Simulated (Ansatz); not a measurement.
**C$_{2}$H$_{8}$BN: geometry relaxation (part 1 of 2)**

C$_{2}$H$_{8}$BN, SMILES CB(C)N, computed with RKS r2SCAN-D4/6-31G* (Ansatz 0.2.0).

It belongs to a series of runs on one base structure; here: end point A relaxed. Figures and captions count atoms from 1; the log counts them from 0 in places.

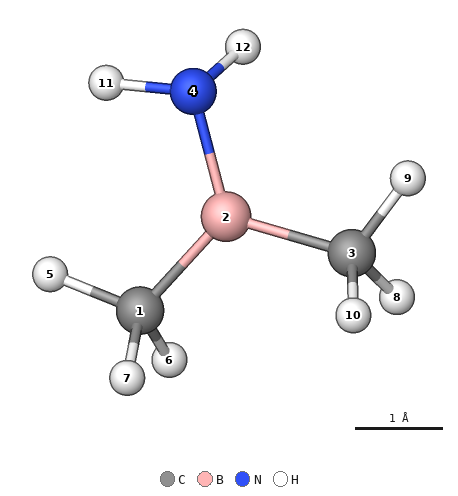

Figure 1. The input geometry (ball-and-stick view, seen at a tilt; atoms are numbered from 1 in the order of the input).

### Key numbers

```csv
quantity,value
outcome,converged
total energy,−4369.5802 eV
mean-field energy,−4369.5341 eV
largest force (length of the vector) at the end,0.011 eV/Å
hardware,"1 thread of Intel Xeon (Sapphire Rapids), 64 GiB of memory available, shared host"
wall time,29 s
peak memory,0.16 GiB
```

### Input file
```yaml
crystal:
  periodic: [false, false, false]
  atoms:
    - { symbol: C, position_ang: [-0.6913, 1.0716, -0.5915] }
    - { symbol: B, position_ang: [0.0374, -0.1861, -0.1131] }
    - { symbol: C, position_ang: [1.0462, -0.0589, 1.0719] }
    - { symbol: "N", position_ang: [-0.1081, -1.5254, -0.7857] }
    - { symbol: H, position_ang: [-1.4177, 0.8657, -1.4629] }
    - { symbol: H, position_ang: [-1.3373, 1.5422, 0.2358] }
    - { symbol: H, position_ang: [0.0183, 1.8829, -0.9347] }
    - { symbol: H, position_ang: [0.5928, 0.3159, 1.9883] }
    - { symbol: H, position_ang: [1.5405, -1.0325, 1.3373] }
    - { symbol: H, position_ang: [1.8793, 0.6615, 0.8358] }
    - { symbol: H, position_ang: [-0.9166, -1.4275, -1.5056] }
    - { symbol: H, position_ang: [-0.5665, -2.1646, -0.0418] }
basis:
  gaussian: { orbitals: "6-31G*" }
hamiltonian:
  xc: r2scan
  dispersion: d4
relax:
  f_tol: 0.015
  max_steps: 40
output:
  orbitals: {}
```

Launch command:
```bash
ansatz run input.yaml --threads 1 --pin off --max-ram 2048MiB --backend cpu --events-out ev --progress --plain --runs-dir out
```

### Output
```
The last accepted step is kept in [file] (removed where the run ends without a failure and the disk answers)
Engine: ansatz 0.2.0, x86_64-unknown-linux-gnu
Functional definition: r2SCAN
  parameter k0 = 0.174
  parameter k1 = 0.065
  parameter a1 = 4.9479
  exchange = r2scan_x(k0 = k0, k1 = k1, a1 = a1)
  correlation = r2scan_c
1015 factors; their error is unknown
mean field evaluation 1: about -4357.4715 eV, gradient 7.1e1 eV
mean field evaluation 2: about -4345.4272 eV, gradient 9.6e1 eV
mean field evaluation 4: about -4368.6019 eV, gradient 3.7e0 eV
mean field evaluation 8: about -4368.6387 eV, gradient 7.5e-2 eV
mean field evaluation 16: about -4368.5725 eV, gradient 8.8e-5 eV
mean field -4368.57254852 eV, -160.5420800334 hartree, gradient 1.3e-5 eV, S^2 0.000000; 0 other end points of the search recorded, 0 dependent functions left out
the calculation of the forces begins
reference -4368.57255536 eV, -160.5420802848 hartree; 16, 16 occupied and 60, 60 virtual orbitals, 1015 factors
relax step   1: F+E_penalty+E_count = -4368.61873044 eV  Δ(F+E_penalty+E_count) = +0.000e0 eV  max|allowed force component| = 3.389e0 eV/Å  Δτ_max = 0.0000 Å  (27 SCF iters, accepted)
these checks for a lower state are left out or cut short: starts, cluster_reference, orbital_swaps, neighbouring_geometries, increment
1015 factors; their error is unknown
mean field -4369.04965356 eV, -160.5596133201 hartree, gradient 7.6e-6 eV, S^2 0.000000; 0 other end points of the search recorded, 0 dependent functions left out
the calculation of the forces begins
reference -4369.04966036 eV, -160.5596135700 hartree; 16, 16 occupied and 60, 60 virtual orbitals, 1015 factors
relax step   2: F+E_penalty+E_count = -4369.09574047 eV  Δ(F+E_penalty+E_count) = -4.770e-1 eV  max|allowed force component| = 1.936e0 eV/Å  Δτ_max = 0.1948 Å  (29 SCF iters, accepted)
these checks for a lower state are left out or cut short: starts, cluster_reference, orbital_swaps, neighbouring_geometries, increment
1015 factors; their error is unknown
mean field evaluation 32: about -4369.3127 eV, gradient 9.6e-6 eV
mean field -4369.31267366 eV, -160.5692791306 hartree, gradient 1.0e-5 eV, S^2 0.000000; 0 other end points of the search recorded, 0 dependent functions left out
the calculation of the forces begins
reference -4369.31268040 eV, -160.5692793783 hartree; 16, 16 occupied and 60, 60 virtual orbitals, 1015 factors
relax step   3: F+E_penalty+E_count = -4369.35895827 eV  Δ(F+E_penalty+E_count) = -2.632e-1 eV  max|allowed force component| = 2.030e0 eV/Å  Δτ_max = 0.1999 Å  (34 SCF iters, accepted)
these checks for a lower state are left out or cut short: starts, cluster_reference, orbital_swaps, neighbouring_geometries, increment
1015 factors; their error is unknown
mean field -4369.44490828 eV, -160.5741386631 hartree, gradient 1.0e-5 eV, S^2 0.000000; 0 other end points of the search recorded, 0 dependent functions left out
the calculation of the forces begins
reference -4369.44491507 eV, -160.5741389127 hartree; 16, 16 occupied and 60, 60 virtual orbitals, 1015 factors
relax step   4: F+E_penalty+E_count = -4369.49109900 eV  Δ(F+E_penalty+E_count) = -1.321e-1 eV  max|allowed force component| = 9.128e-1 eV/Å  Δτ_max = 0.2000 Å  (32 SCF iters, accepted)
these checks for a lower state are left out or cut short: starts, cluster_reference, orbital_swaps, neighbouring_geometries, increment
1015 factors; their error is unknown
mean field -4369.36619818 eV, -160.5712461205 hartree, gradient 1.1e-5 eV, S^2 0.000000; 0 other end points of the search recorded, 0 dependent functions left out
the calculation of the forces begins
reference -4369.36620502 eV, -160.5712463719 hartree; 16, 16 occupied and 60, 60 virtual orbitals, 1015 factors
relax step   5: F+E_penalty+E_count = -4369.41228950 eV  Δ(F+E_penalty+E_count) = +7.881e-2 eV  max|allowed force component| = 1.162e0 eV/Å  Δτ_max = 0.1369 Å  (27 SCF iters, rejected (line search))
these checks for a lower state are left out or cut short: starts, cluster_reference, orbital_swaps, neighbouring_geometries, increment
1015 factors; their error is unknown
mean field -4369.50024698 eV, -160.5761723228 hartree, gradient 1.1e-5 eV, S^2 0.000000; 0 other end points of the search recorded, 0 dependent functions left out
the calculation of the forces begins
reference -4369.50025377 eV, -160.5761725724 hartree; 16, 16 occupied and 60, 60 virtual orbitals, 1015 factors
relax step   6: F+E_penalty+E_count = -4369.54640350 eV  Δ(F+E_penalty+E_count) = -5.530e-2 eV  max|allowed force component| = 5.061e-1 eV/Å  Δτ_max = 0.0684 Å  (27 SCF iters, accepted)
these checks for a lower state are left out or cut short: starts, cluster_reference, orbital_swaps, neighbouring_geometries, increment
1015 factors; their error is unknown
mean field -4369.53201802 eV, -160.5773398872 hartree, gradient 1.2e-5 eV, S^2 0.000000; 0 other end points of the search recorded, 0 dependent functions left out
the calculation of the forces begins
reference -4369.53202486 eV, -160.5773401385 hartree; 16, 16 occupied and 60, 60 virtual orbitals, 1015 factors
relax step   7: F+E_penalty+E_count = -4369.57810232 eV  Δ(F+E_penalty+E_count) = -3.170e-2 eV  max|allowed force component| = 7.291e-2 eV/Å  Δτ_max = 0.1000 Å  (27 SCF iters, accepted)
these checks for a lower state are left out or cut short: starts, cluster_reference, orbital_swaps, neighbouring_geometries, increment
1015 factors; their error is unknown
mean field evaluation 64: about -4369.5872 eV, gradient 3.2e-2 eV
mean field -4369.53375679 eV, -160.5774037857 hartree, gradient 1.1e-5 eV, S^2 0.000000; 0 other end points of the search recorded, 0 dependent functions left out
the calculation of the forces begins
reference -4369.53376366 eV, -160.5774040381 hartree; 16, 16 occupied and 60, 60 virtual orbitals, 1015 factors
relax step   8: F+E_penalty+E_count = -4369.57982384 eV  Δ(F+E_penalty+E_count) = -1.722e-3 eV  max|allowed force component| = 5.484e-2 eV/Å  Δτ_max = 0.0721 Å  (27 SCF iters, accepted)
these checks for a lower state are left out or cut short: starts, cluster_reference, orbital_swaps, neighbouring_geometries, increment
1015 factors; their error is unknown
mean field -4369.53171376 eV, -160.5773287056 hartree, gradient 1.1e-5 eV, S^2 0.000000; 0 other end points of the search recorded, 0 dependent functions left out
the calculation of the forces begins
reference -4369.53172064 eV, -160.5773289585 hartree; 16, 16 occupied and 60, 60 virtual orbitals, 1015 factors
relax step   9: F+E_penalty+E_count = -4369.57777840 eV  Δ(F+E_penalty+E_count) = +2.045e-3 eV  max|allowed force component| = 1.755e-1 eV/Å  Δτ_max = 0.0335 Å  (28 SCF iters, rejected (line search))
these checks for a lower state are left out or cut short: starts, cluster_reference, orbital_swaps, neighbouring_geometries, increment
1015 factors; their error is unknown
mean field -4369.53413569 eV, -160.5774177101 hartree, gradient 1.1e-5 eV, S^2 0.000000; 0 other end points of the search recorded, 0 dependent functions left out
the calculation of the forces begins
reference -4369.53414256 eV, -160.5774179625 hartree; 16, 16 occupied and 60, 60 virtual orbitals, 1015 factors
relax step  10: F+E_penalty+E_count = -4369.58021100 eV  Δ(F+E_penalty+E_count) = -3.872e-4 eV  max|allowed force component| = 1.032e-2 eV/Å  Δτ_max = 0.0167 Å  (29 SCF iters, accepted)
1015 factors; their error is unknown
mean field evaluation 96: about -4369.5341 eV, gradient 1.2e-3 eV
```

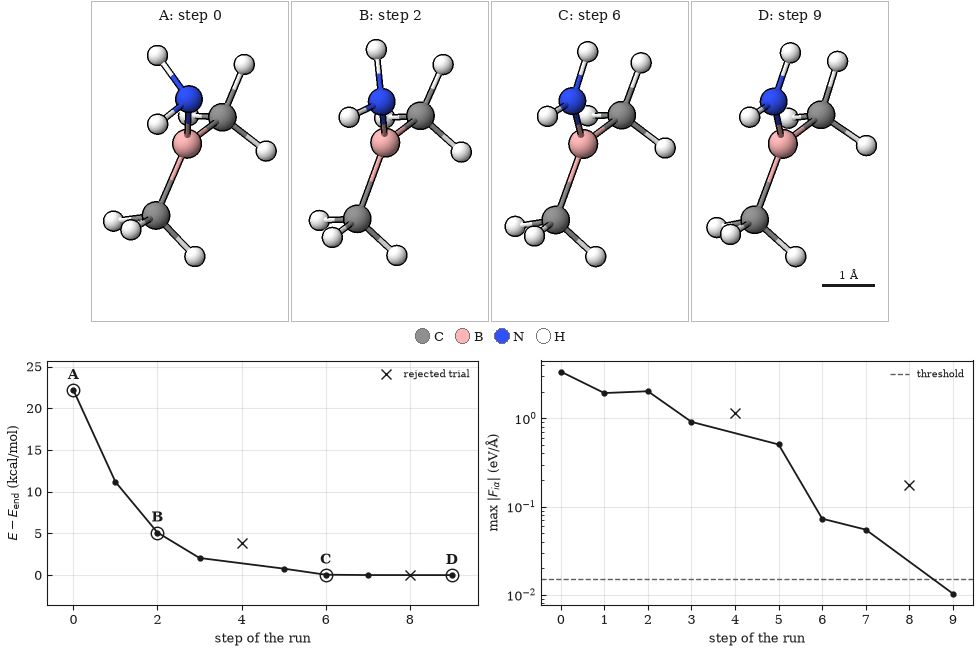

Figure 2. Frames of the relaxation (ball-and-stick view, seen at a tilt) above the curves, on which the letters mark them (the first geometry is step 0 here and step 1 in the log).

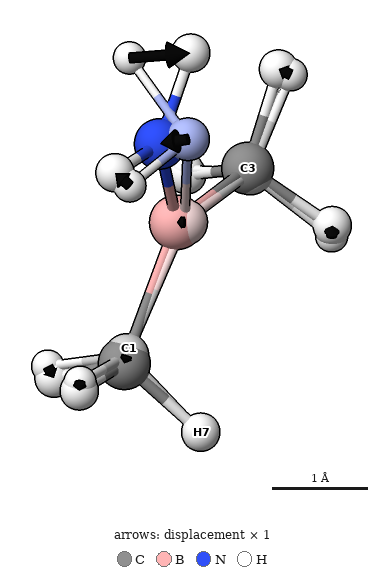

Figure 3. Start (faint) and end (solid) with the displacements as black arrows, at true length (ball-and-stick view, seen at a tilt). The two geometries are laid on each other by the best rigid fit. The energy falls by 22.2 kcal/mol in 9 geometry steps. The largest force component goes from 3.4 to 0.01 eV/Å. The line search rejected the trial steps at points 4, 8 (counted from 0) and went back. The largest move after the best rigid fit is that of H12, 0.67 Å. Largest moves by element: H 0.67 Å, N 0.33 Å, C 0.09 Å, B 0.09 Å. Among the contacts that change: B2–N4 1.506 → 1.405 Å, N4–H11 1.087 → 1.011 Å, N4–H12 1.083 → 1.011 Å, C1–B2 1.530 → 1.585 Å. Among the angles that change: B2–N4–H12 105.0° → 123.3°, B2–N4–H11 106.7° → 123.2°, H11–N4–H12 101.1° → 113.5°. (Atoms are counted from 1 in the order of the input.)

```
mean field -4369.53413569 eV, -160.5774177101 hartree, gradient 1.3e-5 eV, S^2 0.000000; 1 other end points of the search recorded, 0 dependent functions left out
the calculation of the forces begins
reference -4369.53414256 eV, -160.5774179625 hartree; 16, 16 occupied and 60, 60 virtual orbitals, 1015 factors
Total energy: -4369.58021787 eV, -160.5791111989 hartree
Atom 0 at    -0.723230     1.141573    -0.636027 Å, force    -0.001715    -0.004144     0.004971 eV/Å
Atom 1 at    -0.037504    -0.171926    -0.072749 Å, force     0.002093    -0.010320     0.002514 eV/Å
Atom 2 at     1.020755    -0.100321     1.105297 Å, force    -0.000832     0.004479    -0.009516 eV/Å
Atom 3 at    -0.375151    -1.419956    -0.623448 Å, force    -0.000610     0.007180    -0.002392 eV/Å
Atom 4 at    -1.416980     0.966591    -1.469219 Å, force    -0.003285     0.001654    -0.001332 eV/Å
Atom 5 at    -1.283139     1.656801     0.158263 Å, force    -0.000345     0.001534    -0.000970 eV/Å
Atom 6 at     0.032207     1.863599    -0.978277 Å, force     0.001604    -0.002593    -0.000682 eV/Å
Atom 7 at     0.584534     0.380238     1.992917 Å, force    -0.001838     0.000601     0.005137 eV/Å
Atom 8 at     1.416159    -1.076341     1.416896 Å, force     0.002126    -0.001566     0.002256 eV/Å
Atom 9 at     1.876703     0.529280     0.821697 Å, force     0.002631    -0.000269     0.000041 eV/Å
Atom 10 at    -1.043786    -1.531955    -1.373828 Å, force     0.002724     0.000588    -0.004931 eV/Å
Atom 11 at     0.026432    -2.292784    -0.307722 Å, force    -0.002552     0.002857     0.004905 eV/Å
Dipole moment:    -0.070498    -0.256525    -0.112687 e Å
```
